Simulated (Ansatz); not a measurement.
```yaml
atoms:
  - { symbol: N, position_ang: [-1.4798, -0.6609, -0.0040] }
  - { symbol: Si, position_ang: [-0.0842, 0.3076, -0.0105] }
  - { symbol: N, position_ang: [0.8071, 0.0587, 1.4131] }
  - { symbol: N, position_ang: [0.8666, -0.0300, -1.3766] }
  - { symbol: F, position_ang: [-0.5285, 1.8514, -0.0742] }
  - { symbol: H, position_ang: [-2.3243, -0.4025, 0.4762] }
  - { symbol: H, position_ang: [-1.6397, -1.3214, -0.7437] }
  - { symbol: H, position_ang: [0.4988, -0.6112, 2.0951] }
  - { symbol: H, position_ang: [1.4418, 0.7395, 1.7922] }
  - { symbol: H, position_ang: [0.7040, 0.3875, -2.2764] }
  - { symbol: H, position_ang: [1.8036, -0.3758, -1.2704] }
```

Geometry: PBE0-D4/def2-TZVP.

Theory: RKS PBE0-D4/def2-TZVPP (Ansatz 0.2.0).

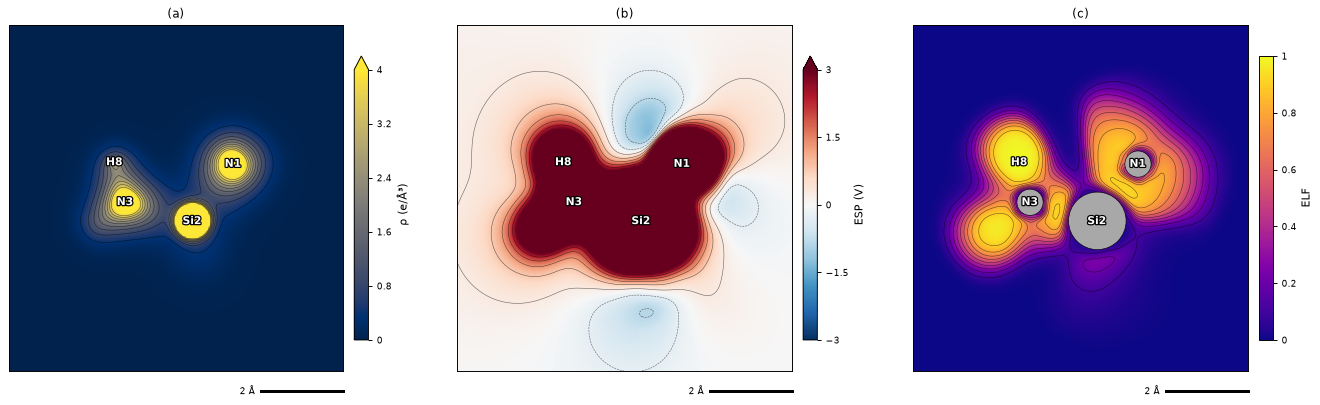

FH₆N₃Si. (a) electron density; (b) molecular electrostatic potential; (c) electron localisation function on the plane of atoms N1, Si2 and N3. Grey discs cover the atomic cores in the ELF map.

### Read the bonding off the picture.

- Atoms in the plane: N, Si and H.
- Si–N (1.70 Å): ρ at the midpoint is about 1.2 e/Å³; the ELF peaks at about 0.90 between the atoms (a polar covalent bond).
- N–H (1.00 Å): ρ is about 2.9 e/Å³ halfway; the ELF climbs to about 1 towards the hydrogen, as it does in any bond to H: an ordinary covalent bond to hydrogen.
- The ELF also peaks beside N1, away from the bonds: lone-pair regions.
- Outside the dense part of the molecule the potential is most negative (−1.3 V) near N1 and N3.
